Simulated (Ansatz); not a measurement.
# Nudged elastic band, with input and output: AlB₂NH₃SF

The run: nudged elastic band of AlB₂NH₃SF. Method and program: RKS PBE0-D4/def2-SVP (Ansatz 0.2.0).

It belongs to a series of runs on one base structure; here: band between the two ends. Figures and captions count atoms from 1; the log counts them from 0 in places.

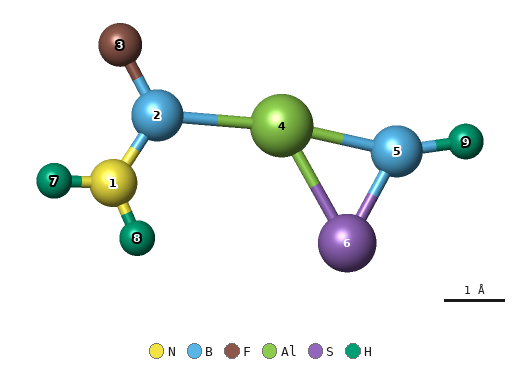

*The input geometry (ball-and-stick view, seen at a tilt; atoms are numbered from 1 in the order of the input). Sticks mark near contacts.*

Bond lengths as drawn: Al–B 2.02 to 2.14 Å, Al–S 2.26 Å, B–F 1.34 Å, B–H 1.20 Å, B–N 1.39 Å, B–S 1.79 Å and H–N 1.01 to 1.02 Å.

### Input
```yaml
crystal:
  periodic: [false, false, false]
  atoms:
    - { symbol: "N", position_ang: [-0.178574, -1.820714, 0.972275] }
    - { symbol: B, position_ang: [0.552176, -0.650969, 1.15768] }
    - { symbol: F, position_ang: [1.379713, -0.573472, 2.210425] }
    - { symbol: Al, position_ang: [0.338756, 0.968967, -0.222765] }
    - { symbol: B, position_ang: [-0.042734, 2.335083, -1.655577] }
    - { symbol: S, position_ang: [-1.047799, 0.895634, -2.009555] }
    - { symbol: H, position_ang: [-0.106471, -2.612831, 1.603641] }
    - { symbol: H, position_ang: [-0.821643, -1.951558, 0.203032] }
    - { symbol: H, position_ang: [0.015174, 3.363661, -2.276256] }
basis:
  gaussian: { orbitals: def2-SVP }
hamiltonian:
  xc: pbe0
  dispersion: d4
neb:
  order_check: false
  images: 5
  f_tol: 0.03
  max_iterations: 60
  initial_path: idpp
  final_atoms:
    - { symbol: "N", position_ang: [-0.18004477, -1.81989035, 0.97309162] }
    - { symbol: B, position_ang: [0.55248266, -0.65109016, 1.15792497] }
    - { symbol: F, position_ang: [1.38301089, -0.57587588, 2.20835167] }
    - { symbol: Al, position_ang: [0.33935899, 0.96949108, -0.22228717] }
    - { symbol: B, position_ang: [-0.04362395, 2.3352373, -1.65536203] }
    - { symbol: S, position_ang: [-1.04219592, 0.89206358, -2.01351391] }
    - { symbol: H, position_ang: [-0.82388886, -1.94925841, 0.20442811] }
    - { symbol: H, position_ang: [-0.10785753, -2.61244058, 1.60390877] }
    - { symbol: H, position_ang: [0.0113565, 3.3655644, -2.27364203] }
```

Hardware: 2 threads of Intel Xeon @ 2.90GHz (Ice Lake), 16 GiB of memory available, shared host.

Command:
```bash
ansatz run input.yaml --threads 2 --pin off --max-ram 3072MiB --backend cpu --events-out ev --progress --plain --runs-dir out
```

### What the program printed
```
Engine: ansatz 0.2.0, x86_64-unknown-linux-gnu
Functional definition: PBE0
  parameter a = 0.25
  parameter kappa = 0.804
  parameter beta = 0.06672455060314922
  exchange = (1 - a)*pbe_x(kappa = kappa, mu = beta*pi^2/3) + a*exact_x
  correlation = pbe_c(beta = beta)
1138 factors; integrals over basis functions are off by at most 2.8e-4 eV
mean field evaluation 1: about -23014.2333 eV, gradient 5.4e1 eV
mean field evaluation 2: about -23007.6648 eV, gradient 7.3e1 eV
mean field evaluation 4: about -23020.7326 eV, gradient 3.6e0 eV
mean field evaluation 8: about -23020.8076 eV, gradient 7.6e-2 eV
mean field evaluation 16: about -23020.8076 eV, gradient 2.9e-5 eV
mean field -23020.80764115 eV, -845.9990767483 hartree, gradient 2.9e-5 eV, S^2 0.000000; 0 other end points of the search recorded, 0 dependent functions left out
the calculation of the forces begins
reference -23020.80767034 eV, -845.9990778210 hartree; 29, 29 occupied and 78, 78 virtual orbitals, 1138 factors
1138 factors; integrals over basis functions are off by at most 3.8e-4 eV
mean field evaluation 32: about -23020.8076 eV, gradient 2.9e-5 eV
mean field -23020.80761881 eV, -845.9990759276 hartree, gradient 2.9e-5 eV, S^2 0.000000; 0 other end points of the search recorded, 0 dependent functions left out
[... from here on the field's lines of each further geometry are left out, up to the last ...]
NEB iter   1: max|band force component| = 1.497e0 eV/Å  barrier→ = 1.2574 eV  barrier← = 1.2574 eV  Δτ_max = 0.1917 Å  (198 SCF iters)
NEB iter   2: max|band force component| = 8.576e-1 eV/Å  barrier→ = 1.2065 eV  barrier← = 1.2065 eV  Δτ_max = 0.0662 Å  (169 SCF iters)
NEB iter   3: max|band force component| = 4.480e-1 eV/Å  barrier→ = 1.1770 eV  barrier← = 1.1770 eV  CI = image 3  Δτ_max = 0.0810 Å  (160 SCF iters)
NEB iter   4: max|band force component| = 2.678e-1 eV/Å  barrier→ = 1.1540 eV  barrier← = 1.1540 eV  CI = image 3  Δτ_max = 0.0744 Å  (157 SCF iters)
NEB iter   5: max|band force component| = 4.889e-1 eV/Å  barrier→ = 1.1108 eV  barrier← = 1.1108 eV  CI = image 3  Δτ_max = 0.0392 Å  (163 SCF iters)
NEB iter   6: max|band force component| = 4.655e-1 eV/Å  barrier→ = 1.0932 eV  barrier← = 1.0932 eV  CI = image 3  Δτ_max = 0.0782 Å  (164 SCF iters)
NEB iter   7: max|band force component| = 3.234e-1 eV/Å  barrier→ = 1.0672 eV  barrier← = 1.0672 eV  CI = image 3  Δτ_max = 0.1199 Å  (160 SCF iters)
NEB iter   8: max|band force component| = 1.420e-1 eV/Å  barrier→ = 1.0551 eV  barrier← = 1.0551 eV  CI = image 3  Δτ_max = 0.0582 Å  (157 SCF iters)
NEB iter   9: max|band force component| = 7.659e-2 eV/Å  barrier→ = 1.0515 eV  barrier← = 1.0515 eV  CI = image 3  Δτ_max = 0.1550 Å  (162 SCF iters)
NEB iter  10: max|band force component| = 3.648e-1 eV/Å  barrier→ = 1.0444 eV  barrier← = 1.0444 eV  CI = image 3  Δτ_max = 0.0779 Å  (155 SCF iters)
NEB iter  11: max|band force component| = 3.202e-1 eV/Å  barrier→ = 1.0384 eV  barrier← = 1.0384 eV  CI = image 3  Δτ_max = 0.0778 Å  (161 SCF iters)
NEB iter  12: max|band force component| = 1.754e-1 eV/Å  barrier→ = 1.0335 eV  barrier← = 1.0335 eV  CI = image 3  Δτ_max = 0.0779 Å  (158 SCF iters)
NEB iter  13: max|band force component| = 7.497e-2 eV/Å  barrier→ = 1.0282 eV  barrier← = 1.0282 eV  CI = image 3  Δτ_max = 0.1554 Å  (159 SCF iters)
NEB iter  14: max|band force component| = 1.338e-1 eV/Å  barrier→ = 1.0175 eV  barrier← = 1.0174 eV  CI = image 3  Δτ_max = 0.0779 Å  (155 SCF iters)
NEB iter  15: max|band force component| = 9.636e-2 eV/Å  barrier→ = 1.0119 eV  barrier← = 1.0119 eV  CI = image 3  Δτ_max = 0.0778 Å  (157 SCF iters)
NEB iter  16: max|band force component| = 1.074e-1 eV/Å  barrier→ = 1.0067 eV  barrier← = 1.0067 eV  CI = image 3  Δτ_max = 0.0389 Å  (159 SCF iters)
NEB iter  17: max|band force component| = 8.544e-2 eV/Å  barrier→ = 1.0040 eV  barrier← = 1.0040 eV  CI = image 3  Δτ_max = 0.0779 Å  (161 SCF iters)
NEB iter  18: max|band force component| = 1.030e-1 eV/Å  barrier→ = 0.9992 eV  barrier← = 0.9992 eV  CI = image 3  Δτ_max = 0.0389 Å  (155 SCF iters)
NEB iter  19: max|band force component| = 7.350e-2 eV/Å  barrier→ = 0.9968 eV  barrier← = 0.9968 eV  CI = image 3  Δτ_max = 0.0778 Å  (160 SCF iters)
NEB iter  20: max|band force component| = 6.642e-2 eV/Å  barrier→ = 0.9928 eV  barrier← = 0.9928 eV  CI = image 3  Δτ_max = 0.1554 Å  (158 SCF iters)
NEB iter  21: max|band force component| = 5.293e-2 eV/Å  barrier→ = 0.9867 eV  barrier← = 0.9866 eV  CI = image 3  Δτ_max = 0.1554 Å  (158 SCF iters)
NEB iter  22: max|band force component| = 8.733e-2 eV/Å  barrier→ = 0.9851 eV  barrier← = 0.9851 eV  CI = image 3  Δτ_max = 0.0393 Å  (158 SCF iters)
NEB iter  23: max|band force component| = 1.429e-1 eV/Å  barrier→ = 0.9853 eV  barrier← = 0.9853 eV  CI = image 3  Δτ_max = 0.0151 Å  (155 SCF iters)
NEB iter  24: max|band force component| = 3.676e-2 eV/Å  barrier→ = 0.9840 eV  barrier← = 0.9840 eV  CI = image 3  Δτ_max = 0.0196 Å  (135 SCF iters)
the calculation of the forces begins
reference -23020.79205143 eV, -845.9985038369 hartree; 29, 29 occupied and 78, 78 virtual orbitals, 1138 factors
1138 factors; integrals over basis functions are off by at most 5.2e-4 eV
mean field -23019.82718878 eV, -845.9630457885 hartree, gradient 1.5e-5 eV, S^2 0.000000; 1 other end points of the search recorded, 0 dependent functions left out
the calculation of the forces begins
reference -23019.82721803 eV, -845.9630468634 hartree; 29, 29 occupied and 78, 78 virtual orbitals, 1138 factors
NEB iter  25: max|band force component| = 2.129e-2 eV/Å  barrier→ = 0.9838 eV  barrier← = 0.9838 eV  CI = image 3  Δτ_max = 0.0000 Å  (294 SCF iters)
```

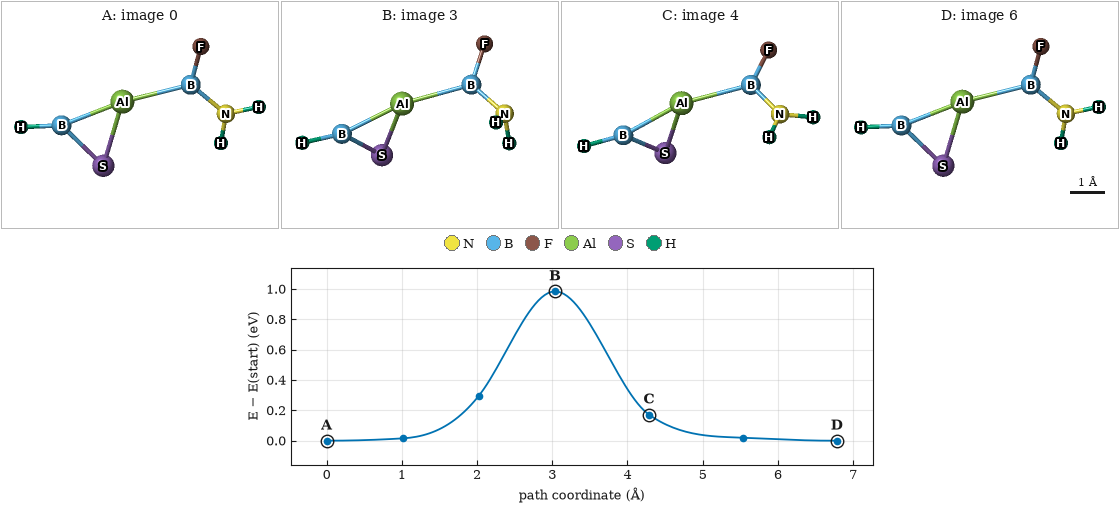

*Images of the last band (counted from 0; ball-and-stick, seen at a tilt) above the energy along the path; the line is a cubic interpolation that uses the forces.*

The highest image is number 3, 0.984 eV above the start and 0.984 eV above the end (the climbing image); start and end have the same energy. The path is 6.78 Å long. The band converged in 25 iterations.

```
Total energy: -23020.00164631 eV, -845.9694569845 hartree
Atom 0 at     0.129317    -2.102667     0.873523 Å, force     0.002923    -0.001483    -0.016115 eV/Å
Atom 1 at     0.940306    -0.914681     0.701581 Å, force    -0.003060    -0.000748     0.008167 eV/Å
Atom 2 at     2.233703    -0.990780     0.989503 Å, force     0.001258     0.001400    -0.000349 eV/Å
Atom 3 at     0.182890     0.964013    -0.007327 Å, force    -0.005332     0.000728    -0.008925 eV/Å
Atom 4 at    -0.756396     2.509973    -0.916980 Å, force     0.002417     0.004872     0.017714 eV/Å
Atom 5 at    -0.404421     1.296303    -2.171238 Å, force     0.003071    -0.006604    -0.003105 eV/Å
Atom 6 at    -0.632165    -1.980031     1.539993 Å, force     0.001114     0.005023     0.003036 eV/Å
Atom 7 at    -0.303277    -2.404399     0.000186 Å, force    -0.001559    -0.003445     0.005713 eV/Å
Atom 8 at    -1.301358     3.576071    -1.026341 Å, force    -0.000831     0.000259    -0.006136 eV/Å
Dipole moment:    -0.236099    -0.272851     0.289105 e Å
this run last wrote the band of iteration 25 to [file]
```

### The last band as extended XYZ (Å, eV, eV/Å)
```
9
Properties=species:S:1:pos:R:3:forces:R:3 image=0 energy=-23020.98546
N    -0.1786   -1.8207    0.9723   -0.0037   0.0004  -0.0050
B     0.5522   -0.6510    1.1577    0.0000  -0.0030   0.0022
F     1.3797   -0.5735    2.2104    0.0002  -0.0008   0.0002
Al    0.3388    0.9690   -0.2228   -0.0020   0.0027  -0.0049
B    -0.0427    2.3351   -1.6556   -0.0033  -0.0037   0.0004
S    -1.0478    0.8956   -2.0096    0.0044   0.0041   0.0024
H    -0.1065   -2.6128    1.6036    0.0017   0.0010   0.0017
H    -0.8216   -1.9516    0.2030    0.0024   0.0005   0.0027
H     0.0152    3.3637   -2.2763    0.0005  -0.0013   0.0003
9
Properties=species:S:1:pos:R:3:forces:R:3 image=1 energy=-23020.97029
N    -0.1803   -1.8594    0.9855    0.0154   0.0091  -0.0038
B     0.6668   -0.7538    0.9958   -0.0157   0.0103   0.0208
F     1.7092   -0.7627    1.8412   -0.0057  -0.0003  -0.0018
Al    0.2699    0.9535   -0.2267   -0.0040  -0.0020   0.0002
B    -0.2950    2.4663   -1.4338    0.0102   0.0019  -0.0068
S    -0.5718    0.9353   -2.3214   -0.0158  -0.0020   0.0043
H    -0.0365   -2.6512    1.6046    0.0108  -0.0179  -0.0107
H    -0.9601   -1.9607    0.3509   -0.0041  -0.0017   0.0025
H    -0.5135    3.5864   -1.8133    0.0090   0.0026  -0.0047
9
Properties=species:S:1:pos:R:3:forces:R:3 image=2 energy=-23020.68894
N    -0.0875   -1.8791    0.8931   -0.0798   0.1349  -0.1105
B     0.8855   -0.8743    0.7694    0.0026   0.0266  -0.0098
F     1.9957   -0.9351    1.5108   -0.1131   0.0500   0.2779
Al    0.3281    0.9046   -0.2463    0.0904  -0.0474  -0.1553
B    -0.5737    2.4654   -1.1581    0.0231   0.0024  -0.0368
S    -0.3302    1.1815   -2.3788   -0.0633   0.0140  -0.0882
H    -0.2920   -2.3756    1.7489    0.4059  -0.4371   0.0932
H    -0.7515   -2.0761    0.1594   -0.2870   0.2533   0.0073
H    -1.0858    3.5425   -1.3157    0.0210   0.0034   0.0223
9
Properties=species:S:1:pos:R:3:forces:R:3 image=3 energy=-23020.00162
N     0.1293   -2.1027    0.8735    0.0029  -0.0015  -0.0161
B     0.9403   -0.9147    0.7016   -0.0031  -0.0007   0.0082
F     2.2337   -0.9908    0.9895    0.0013   0.0014  -0.0003
Al    0.1829    0.9640   -0.0073   -0.0053   0.0007  -0.0089
B    -0.7564    2.5100   -0.9170    0.0024   0.0049   0.0177
S    -0.4044    1.2963   -2.1712    0.0031  -0.0066  -0.0031
H    -0.6322   -1.9800    1.5400    0.0011   0.0050   0.0030
H    -0.3033   -2.4044    0.0002   -0.0016  -0.0034   0.0057
H    -1.3014    3.5761   -1.0263   -0.0008   0.0003  -0.0061
9
Properties=species:S:1:pos:R:3:forces:R:3 image=4 energy=-23020.81340
N     0.1005   -1.9809    0.7219   -0.0586   0.0743  -0.0095
B     0.9516   -0.8859    0.5511   -0.0243   0.0254   0.0073
F     2.2656   -1.1053    0.4114   -0.0194  -0.0491  -0.1715
Al    0.1171    1.0360    0.1675   -0.0240   0.0254   0.0445
B    -0.8713    2.5974   -0.6526    0.0077   0.0327   0.0245
S    -0.5186    1.4605   -1.9751    0.0242   0.0116   0.0322
H    -0.8610   -1.9011    1.0149   -0.1647   0.0835  -0.1902
H     0.3493   -2.9197    0.4411    0.2650  -0.2251   0.2590
H    -1.4447    3.6529   -0.6971   -0.0058   0.0213   0.0038
9
Properties=species:S:1:pos:R:3:forces:R:3 image=5 energy=-23020.96602
N     0.2212   -2.0710    0.4924    0.0025  -0.0020  -0.0008
B     0.9943   -0.9192    0.3665   -0.0055  -0.0026  -0.0046
F     2.3239   -1.0342    0.5125    0.0046   0.0022   0.0081
Al    0.1250    0.9944   -0.0199   -0.0012   0.0000  -0.0016
B    -0.8445    2.7129   -0.4392   -0.0001   0.0011  -0.0040
S    -1.3944    1.4813   -1.6166   -0.0131  -0.0019   0.0053
H    -0.7802   -2.0946    0.3608   -0.0001  -0.0015  -0.0114
H     0.6382   -2.9765    0.6852    0.0037  -0.0002   0.0076
H    -1.1948    3.8606   -0.3588    0.0092   0.0050   0.0013
9
Properties=species:S:1:pos:R:3:forces:R:3 image=6 energy=-23020.98545
N    -0.1823   -1.8188    0.9747    0.0010   0.0070   0.0000
B     0.5522   -0.6510    1.1581    0.0026  -0.0070  -0.0050
F     1.3834   -0.5763    2.2080    0.0000   0.0017   0.0047
Al    0.3408    0.9688   -0.2233   -0.0057   0.0013  -0.0071
B    -0.0409    2.3340   -1.6572   -0.0075  -0.0058   0.0019
S    -1.0420    0.8921   -2.0136    0.0105   0.0098   0.0064
H    -0.8268   -1.9478    0.2065   -0.0030  -0.0024  -0.0010
H    -0.1110   -2.6110    1.6061    0.0011   0.0007   0.0002
H     0.0153    3.3637   -2.2763    0.0010  -0.0052  -0.0002
```

### Summary

- outcome: converged
- barrier, forward: 0.984 eV
- barrier, backward: 0.984 eV
- wall time: 8.4 min (CPU time 15 min)
- peak memory: 0.27 GiB

### Remarks

The order of the saddle point was not checked.
